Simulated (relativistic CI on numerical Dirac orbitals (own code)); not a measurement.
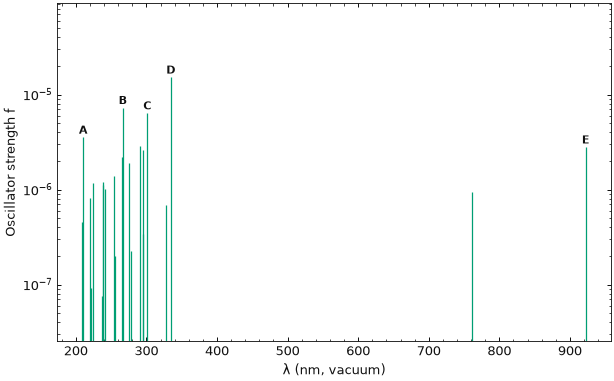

Computed spectrum: absorption lines from the lowest level (oscillator strengths f) of an atom or ion with 64 electrons. Computed by Dirac CI, KLI exchange-only orbitals, Breit term, model QED, valence Slater integrals scaled by 0.85, a P86 correlation estimate for each configuration (in-house radial CI code).

Levels without a good LS label are named by their open jj subshells in square brackets.

### Which ion is it, and what are the lettered lines?

Dy²⁺. A: 4f⁹ 5p⁶ 6s ³L°₉ ← 4f¹⁰ 5p⁶ ⁵I₈, 210.8 nm, f = 0.0000035; B: 4f⁹ 5p⁶ 6s [(4f₅/₂)⁴ (4f₇/₂)⁵ 6s] J = 9 ← 4f¹⁰ 5p⁶ ⁵I₈, 266.3 nm, f = 0.0000073; C: 4f⁹ 5p⁶ 6s [(4f₅/₂)⁵ (4f₇/₂)⁴ 6s] J = 9 ← 4f¹⁰ 5p⁶ ⁵I₈, 301.2 nm, f = 0.0000064; D: 4f⁹ 5p⁶ 6s [(4f₇/₂)³ 6s] J = 8 ← 4f¹⁰ 5p⁶ ⁵I₈, 334.5 nm, f = 0.000015; E: 4f⁹ 5p⁶ 6s ⁵H°₇ ← 4f¹⁰ 5p⁶ ⁵I₈, 922.6 nm, f = 0.0000028.

Note: near-neutral ion: configurations can be misplaced by up to about 10000 cm⁻¹, over 20000 where the f count changes; rates and lifetimes follow the computed energies and can be off by orders of magnitude; only a limited list of configurations is included, so lower levels can be missing; not all moves of one electron into or out of the f shell are listed, so low levels are missing; only lines among the lowest 200 of 2238 levels are drawn, so those from 4f⁹ 5p⁶ 6s and 4f⁹ 5p⁶ 6p are incomplete.
